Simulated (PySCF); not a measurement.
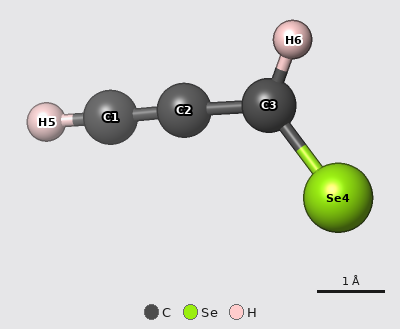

C₃H₂Se, before the relaxation. Style: ball-and-stick. Shown at a tilt.

The start comes from GFN2-xTB.

Theory: PySCF 2.14.0, density-fitted response routines, PBE0-D3(BJ)/def2-SVP geometry optimisation, gas phase.

```xyz
6

C     1.5305   -0.2120    0.2802
C     0.3663    0.0333    0.0763
C    -0.9785    0.2697   -0.1669
Se   -2.1717   -0.9956   -0.4928
H     2.5470   -0.4041    0.4594
H    -1.2906    1.3107   -0.1514
```

What does the optimiser find from here?

After 4 geometry steps the energy has fallen by 3.22 kJ/mol. The largest force component goes from 1 to 0.018 eV/Å. The largest moves after the best rigid fit, 0.045 Å, are those of Se4 and H5. By element the largest moves are Se 0.045 Å, H 0.044 Å, C 0.034 Å. Near-neighbour distances that change, for instance: C1–H5 1.050 → 1.075 Å, C2–C3 1.387 → 1.406 Å, C3–H6 1.087 → 1.100 Å, C1–C2 1.207 → 1.218 Å. The run took about 11 core-seconds on a shared host.

The structure at the end:

```xyz
6

C     1.5478   -0.1962    0.2844
C     0.3653   -0.0005    0.0701
C    -0.9955    0.2556   -0.1724
Se   -2.2132   -0.9800   -0.4985
H     2.5883   -0.3918    0.4704
H    -1.2897    1.3150   -0.1492
```
